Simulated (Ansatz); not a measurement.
```
W Se
1.0
     5.70601    0.00000    0.00000
     0.00000    5.70601    0.00000
     0.00000    0.00000    5.70601
W Se
4 4
Cartesian
  0.0000 0.0000 0.0000
  2.8530 2.8530 0.0000
  2.8530 0.0000 2.8530
  0.0000 2.8530 2.8530
  2.8530 0.0000 0.0000
  0.0000 2.8530 0.0000
  0.0000 0.0000 2.8530
  2.8530 2.8530 2.8530
```

Space group Fm-3m; started from the rock salt prototype, which need not be the ambient phase; Hubbard U of 6.2 eV on W d only; spin-polarised.

Level of theory: DFT r2SCAN+U, scalar-relativistic, plane waves, PAW (Ansatz 0.2.0).

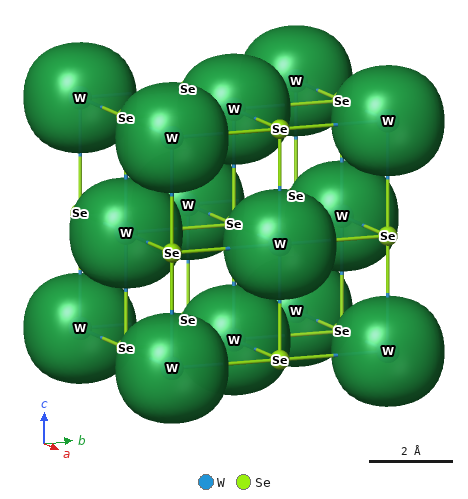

WSe. Isosurfaces of the spin density at +0.1 (green) and −0.1 e/Å³ (red), seen slightly off an axis. Sticks mark near contacts.

> Describe the spin distribution.

The spin density sits on W: +3.2 μB (×4) in one cell of 8 atoms, with smaller moments on other sites: Se (up to −0.25 μB): parallel moments, as they must be, since the calculation's own cell holds one magnetic site. The cell of the calculation (2 atoms) carries 4.0 μB of net spin moment. Only one sign reaches the isovalue.
